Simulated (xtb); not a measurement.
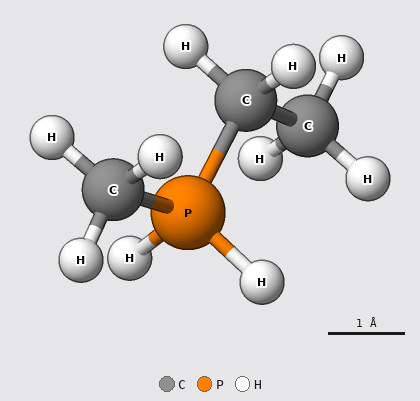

**Figure 1.** The input geometry (ball-and-stick view, seen at a tilt). Bond lengths as drawn: C–C 1.53 Å, C–H 1.09 to 1.10 Å, C–P 1.80 to 1.81 Å and H–P 1.38 Å.

# C3H10P (charge +1): molecular dynamics (part 1 of 2)

The run: molecular dynamics of C3H10P, charge +1, SMILES CC[PH2+]C. Method and program: GFN2-xTB (xtb 6.7.1).

The starting geometry was optimised with GFN2-xTB.

## Input (coord)
```
$coord
     -1.908075365296      3.473751254071     -0.459543598986  c
     -1.160991039186      1.069433808448      0.958053350663  c
      0.994921907354     -0.827038638442     -0.908485834414  p
      1.969264697211     -3.712518149917      0.608170558688  c
     -2.862160291097      3.033501758817     -2.227306799529  h
     -3.195130034256      4.581886653551      0.694984576854  h
     -0.264712835538      4.638578437290     -0.873336928496  h
     -2.825688576892     -0.083147949484      1.389043187906  h
     -0.230584381727      1.525557003149      2.750288504519  h
      3.086943213621      0.595868441617     -1.509305358477  h
     -0.107525416491     -1.373037207631     -3.199381918036  h
      0.319401509584     -4.887965593957      0.998739154126  h
      3.265597921443     -4.755495792621     -0.609701236849  h
      2.918738691268     -3.279374024892      2.387763444771  h
$end
```

## File xtb.inp
```
$md
   temp=300
   time=0.2
   step=1
   dump=20
   hmass=1
   shake=0
   nvt=false
$end
```

Launched with:
```bash
xtb coord --gfn 2 --input xtb.inp --md -c 1 -u 0 > xtb.out
```

## What the program printed
```
* xtb version 6.7.1
   ID    Z sym.   atoms
    1    6 c      1, 2, 4
    2   15 p      3
    3    1 h      5-14

           -------------------------------------------------
          |                Calculation Setup                |
           -------------------------------------------------

          program call               : xtb coord --gfn 2 --input xtb.inp --md -c 1 -u 0
          coordinate file            : coord
          omp threads                :                     1

           -------------------------------------------------
          |                 G F N 2 - x T B                 |
           -------------------------------------------------

      * Hamiltonian:
        H0-scaling (s, p, d)           1.850000    2.230000    2.230000
        zeta-weighting                 0.500000
      * Dispersion:
        s8                             2.700000
        a1                             0.520000
        a2                             5.000000
        s9                             5.000000
      * Repulsion:
        kExp                           1.500000    1.000000
        rExp                           1.000000
      * Coulomb:
        alpha                          2.000000
        third order                    shell-resolved
        anisotropic                    true
        a3                             3.000000
        a5                             4.000000
        cn-shift                       1.200000
        cn-exp                         4.000000
        max-rad                        5.000000

          ...................................................
          :                      SETUP                      :
          :.................................................:
          :  # basis functions                  32          :
          :  # atomic orbitals                  31          :
          :  # shells                           19          :
          :  # electrons                        26          :
          :  max. iterations                   250          :
          :  Hamiltonian                  GFN2-xTB          :
          :  restarted?                      false          :
          :  GBSA solvation                  false          :
          :  PC potential                    false          :
          :  electronic temp.          300.0000000     K    :
          :  accuracy                    1.0000000          :
          :  -> integral cutoff          0.2500000E+02      :
          :  -> integral neglect         0.1000000E-07      :
          :  -> SCF convergence          0.1000000E-05 Eh   :
          :  -> wf. convergence          0.1000000E-03 e    :
          :  Broyden damping             0.4000000          :
          :  net charge                          1          :
          :  unpaired electrons                  0          :
          ...................................................

 iter      E             dE          RMSdq      gap      omega  full diag
   1    -13.7871875 -0.137872E+02  0.328E+00    8.01       0.0  T
   2    -13.8002849 -0.130975E-01  0.191E+00    7.60       1.0  T
   3    -13.8027057 -0.242076E-02  0.863E-01    7.12       1.0  T
   4    -13.8035288 -0.823108E-03  0.471E-01    7.09       1.0  T
   5    -13.8035646 -0.358268E-04  0.944E-02    7.09       1.0  T
   6    -13.8035901 -0.255233E-04  0.310E-02    7.08       1.0  T
   7    -13.8035905 -0.327712E-06  0.144E-02    7.08       1.9  T
   8    -13.8035907 -0.187296E-06  0.307E-03    7.08       8.7  T
   9    -13.8035907 -0.861215E-08  0.974E-04    7.08      27.4  T
  10    -13.8035907 -0.395277E-09  0.369E-04    7.08      72.5  T

   *** convergence criteria satisfied after 10 iterations ***

         #    Occupation            Energy/Eh            Energy/eV
      -------------------------------------------------------------
         1        2.0000           -0.8877277             -24.1563
       ...           ...                  ...                  ...
         7        2.0000           -0.6819857             -18.5578
         8        2.0000           -0.6785374             -18.4639
         9        2.0000           -0.6610053             -17.9869
        10        2.0000           -0.6559976             -17.8506
        11        2.0000           -0.6441406             -17.5280
        12        2.0000           -0.6133115             -16.6891
        13        2.0000           -0.6114044             -16.6372 (HOMO)
        14                         -0.3510840              -9.5535 (LUMO)
        15                         -0.3428081              -9.3283
        16                         -0.3357270              -9.1356
        17                         -0.1931065              -5.2547
        18                         -0.1554669              -4.2305
       ...                                ...                  ...
        31                          0.9366249              25.4869
      -------------------------------------------------------------
                  HL-Gap            0.2603204 Eh            7.0837 eV
             Fermi-level           -0.4812442 Eh          -13.0953 eV

 SCC (total)                   0 d,  0 h,  0 min,  0.017 sec
 SCC setup                      ...        0 min,  0.000 sec (  1.202%)
 Dispersion                     ...        0 min,  0.000 sec (  0.760%)
 classical contributions        ...        0 min,  0.000 sec (  0.275%)
 integral evaluation            ...        0 min,  0.002 sec ( 14.715%)
 iterations                     ...        0 min,  0.008 sec ( 46.599%)
 molecular gradient             ...        0 min,  0.006 sec ( 34.570%)
 printout                       ...        0 min,  0.000 sec (  1.700%)

         :::::::::::::::::::::::::::::::::::::::::::::::::::::
         ::                     SUMMARY                     ::
         :::::::::::::::::::::::::::::::::::::::::::::::::::::
         :: total energy             -13.608616847167 Eh    ::
         :: gradient norm              0.000152808373 Eh/a0 ::
         :: HOMO-LUMO gap              7.083678988334 eV    ::
         ::.................................................::
         :: SCC energy               -13.803584437187 Eh    ::
         :: -> isotropic ES            0.099256519074 Eh    ::
         :: -> anisotropic ES         -0.009960413241 Eh    ::
         :: -> anisotropic XC          0.009863625482 Eh    ::
         :: -> dispersion             -0.006183847465 Eh    ::
         :: repulsion energy           0.194967590020 Eh    ::
         :: add. restraining           0.000000000000 Eh    ::
         :: total charge               1.000000000000 e     ::
         :::::::::::::::::::::::::::::::::::::::::::::::::::::

           -------------------------------------------------
          |                Property Printout                |
           -------------------------------------------------

    * Orbital Energies and Occupations

         #    Occupation            Energy/Eh            Energy/eV
      -------------------------------------------------------------
         1        2.0000           -0.8877277             -24.1563
         2        2.0000           -0.7983733             -21.7248
         3        2.0000           -0.7780539             -21.1719
         4        2.0000           -0.7450738             -20.2745
         5        2.0000           -0.7084104             -19.2768
         6        2.0000           -0.6903970             -18.7867
         7        2.0000           -0.6819857             -18.5578
         8        2.0000           -0.6785374             -18.4639
         9        2.0000           -0.6610053             -17.9869
        10        2.0000           -0.6559976             -17.8506
        11        2.0000           -0.6441406             -17.5280
        12        2.0000           -0.6133115             -16.6891
        13        2.0000           -0.6114044             -16.6372 (HOMO)
        14                         -0.3510840              -9.5535 (LUMO)
        15                         -0.3428081              -9.3283
        16                         -0.3357270              -9.1356
        17                         -0.1931065              -5.2547
        18                         -0.1554669              -4.2305
        19                         -0.1396194              -3.7992
        20                         -0.0522453              -1.4217
        21                         -0.0247047              -0.6722
        22                         -0.0203452              -0.5536
        23                          0.0040429               0.1100
        24                          0.0192001               0.5225
       ...                                ...                  ...
        31                          0.9366249              25.4869
      -------------------------------------------------------------
                  HL-Gap            0.2603204 Eh            7.0837 eV
             Fermi-level           -0.4812442 Eh          -13.0953 eV

     #   Z          covCN         q      C6AA      α(0)
     1   6 c        3.848    -0.128    22.913     6.809
     2   6 c        3.749    -0.078    22.049     6.697
     3  15 p        3.919     0.252   149.502    21.964
     4   6 c        3.700    -0.151    23.591     6.946
     5   1 h        0.925     0.077     2.011     2.218
     6   1 h        0.925     0.095     1.827     2.114
     7   1 h        0.925     0.077     2.011     2.218
     8   1 h        0.926     0.114     1.659     2.014
     9   1 h        0.926     0.114     1.659     2.014
    10   1 h        0.978     0.112     1.672     2.020
    11   1 h        0.978     0.112     1.672     2.020
    12   1 h        0.926     0.133     1.515     1.925
    13   1 h        0.926     0.136     1.491     1.909
    14   1 h        0.927     0.133     1.516     1.925

 Mol. C6AA /au·bohr⁶  :       1554.489151
 Mol. C8AA /au·bohr⁸  :      45092.921626
 Mol. α(0) /au        :         62.794104

Wiberg/Mayer (AO) data.
largest (>0.10) Wiberg bond orders for each atom

 ---------------------------------------------------------------------------
     #   Z sym  total        # sym  WBO       # sym  WBO       # sym  WBO
```
